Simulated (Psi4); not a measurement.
# [HF2]− (SMILES F[H-]F) at MP2-F12/cc-pVDZ-F12 (sfX2C, density fitting, density fitting for correlation)

What is the energy difference between two shapes of [HF2]− at MP2-F12/cc-pVDZ-F12 (sfX2C, density fitting, density fitting for correlation)? 

The results are computed with Psi4 1.11.

**1. The system as given**

[HF2]− has 3 atoms, charge -1, and is taken as a singlet. SMILES: `F[H-]F`. The shape is that of a PBE0-D4/def2-TZVPD optimisation.

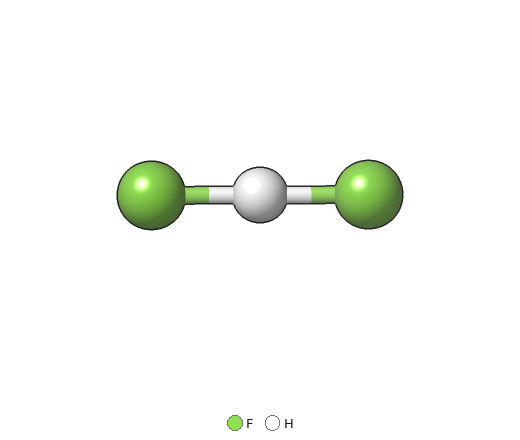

Viewed from a chosen angle; fluorine green, hydrogen white.

**2. A single-point energy at MP2-F12/cc-pVDZ-F12 (sfX2C, density fitting, density fitting for correlation)**

input.dat reads:

```
memory 1600 mb

molecule geom {
  -1 1
  F     -0.973200     0.344400    -0.491000
  H      0.000000     0.000000     0.000000
  F      0.973200    -0.344400     0.491000
  units angstrom
}

set reference rhf
set freeze_core true
set scf_type df
set relativistic x2c

energy("mp2-f12/cc-pVDZ-F12")
```

Run with:

```sh
$ psi4 -n 1 input.dat output.dat
```

output.dat:

```text
[...]
  Running in d2h symmetry.
[...]
  Nuclear repulsion =   27.080125616906713
[...]
  Multiplicity = 1
[...]
  Nalpha       = 10
  Nbeta        = 10
[...]
    Number of basis functions: 69
[...]
    WARNING: The X2C and Dirac Hamiltonians have substatially different eigenvalues!
             This is probably caused by the recontraction of the basis set.
[...]
   @DF-RHF iter   1:  -199.63783665040086   -8.56712e-01   1.93981e-02 DIIS/ADIIS
[...]
   @DF-RHF iter   9:  -199.73816625569739   -1.59162e-12   5.86814e-09 DIIS
[...]
    Orbital Energies [Eh]
    ---------------------
    Doubly Occupied:
       1B3u  -25.981048     1Ag   -25.981014     2Ag    -1.262533
       2B3u   -1.216483     3Ag    -0.468840     1B2u   -0.330699
       1B1u   -0.330699     1B1g   -0.304414     1B2g   -0.304414
       3B3u   -0.284732
[...]
  @DF-RHF Final Energy:  -199.73816625569739
   => Energetics <=
    Nuclear Repulsion Energy =             27.0801256169067130
    One-Electron Energy =                -340.7068335467445195
    Two-Electron Energy =                 113.8885416741404413
    Total Energy =                       -199.7381662556973936
[...]
 Multipole Moments:
 ------------------------------------------------------------------------------------
     Multipole            Electronic (a.u.)      Nuclear  (a.u.)        Total (a.u.)
 ------------------------------------------------------------------------------------
 L = 1.  Multiply by 2.5417464519 to convert [e a0] to [Debye]
 Dipole X            :          0.0000000            0.0000000            0.0000000
 Dipole Y            :          0.0000000            0.0000000            0.0000000
 Dipole Z            :          0.0000000            0.0000000            0.0000000
 Magnitude           :                                                    0.0000000
[...]
```

Wall time 9 s (1 thread of INTEL XEON PLATINUM 8581C at 2.10GHz (Emerald Rapids), shared host); peak memory 0.81 GiB.

**3. The distorted shape, same level**

run.py reads:

```python
import psi4

psi4.set_memory(1600000000)
psi4.set_num_threads(1)
psi4.core.set_output_file('output.dat', False)

geom = psi4.geometry("""
-1 1
F     -1.93786501     0.65679132    -0.92397781
H      0.01955489    -0.12618079     0.17390961
F      1.83776999    -0.62997044     0.82025830
units au
""")

options = {'reference': 'rhf', 'freeze_core': True, 'scf_type': 'df', 'relativistic': 'x2c'}
psi4.set_options(options)

e_tot = psi4.energy("mp2-f12/cc-pVDZ-F12", molecule=geom)
print('E =', round(e_tot, 9))
```

Run with:

```sh
$ python run.py
```

output.dat:

```text
[...]
  Running in cs symmetry.
[...]
  Nuclear repulsion =   26.904525147728720
[...]
  Multiplicity = 1
[...]
  Nalpha       = 10
  Nbeta        = 10
[...]
    Number of basis functions: 69
[...]
    WARNING: The X2C and Dirac Hamiltonians have substatially different eigenvalues!
             This is probably caused by the recontraction of the basis set.
[...]
   @DF-RHF iter   1:  -199.63396147572084   -8.62094e-01   1.05353e-02 ADIIS/DIIS
[...]
   @DF-RHF iter  11:  -199.73639968037628   -3.69482e-13   2.06434e-09 DIIS
[...]
    Orbital Energies [Eh]
    ---------------------
    Doubly Occupied:
       1Ap   -26.010443     2Ap   -25.954086     3Ap    -1.284215
       4Ap    -1.197316     5Ap    -0.477743     6Ap    -0.350352
       1App   -0.350234     7Ap    -0.286575     2App   -0.286401
       8Ap    -0.278103
[...]
  @DF-RHF Final Energy:  -199.73639968037628
   => Energetics <=
    Nuclear Repulsion Energy =             26.9045251477287195
    One-Electron Energy =                -340.3309144741755858
    Two-Electron Energy =                 113.6899896460705577
    Total Energy =                       -199.7363996803762802
[...]
 Multipole Moments:
 ------------------------------------------------------------------------------------
     Multipole            Electronic (a.u.)      Nuclear  (a.u.)        Total (a.u.)
 ------------------------------------------------------------------------------------
 L = 1.  Multiply by 2.5417464519 to convert [e a0] to [Debye]
 Dipole X            :         -0.1134721           -0.1351116           -0.2485837
 Dipole Y            :         -0.2484317           -0.0354862           -0.2839179
 Dipole Z            :          0.0000000            0.0000000            0.0000000
 Magnitude           :                                                    0.3773635
[...]
```

The script printed:

```text
E = -200.390857321
```

Wall time 8.1 s (1 thread of INTEL XEON PLATINUM 8581C at 2.10GHz (Emerald Rapids), shared host); peak memory 0.81 GiB.

**4. Results**

Level: MP2-F12/cc-pVDZ-F12 (sfX2C, density fitting, density fitting for correlation), 2 core orbitals frozen.

| quantity | value |
| --- | --- |
| first shape: total energy | -200.39310 Eh |
| first shape: HOMO energy (Hartree–Fock orbitals) | -7.75 eV |
| first shape: LUMO energy (Hartree–Fock orbitals) | 9.40 eV |
| first shape: HOMO–LUMO gap (to an unbound level, set by the basis) | 17.15 eV |
| first shape: correlation energy (2 core orbitals frozen) | -649.7 mEh |
| distorted shape: total energy | -200.39086 Eh |
| distorted shape: HOMO energy (Hartree–Fock orbitals) | -7.57 eV |
| distorted shape: LUMO energy (Hartree–Fock orbitals) | 9.34 eV |
| distorted shape: HOMO–LUMO gap (to an unbound level, set by the basis) | 16.90 eV |
| distorted shape: correlation energy (2 core orbitals frozen) | -649.2 mEh |
| energy change with the atoms displaced | 0.061 eV |

What this shows: With the atoms displaced the energy rises by 0.06 eV (5.9 kJ/mol). The first shape isn't relaxed at this level, so the change isn't measured from a minimum.
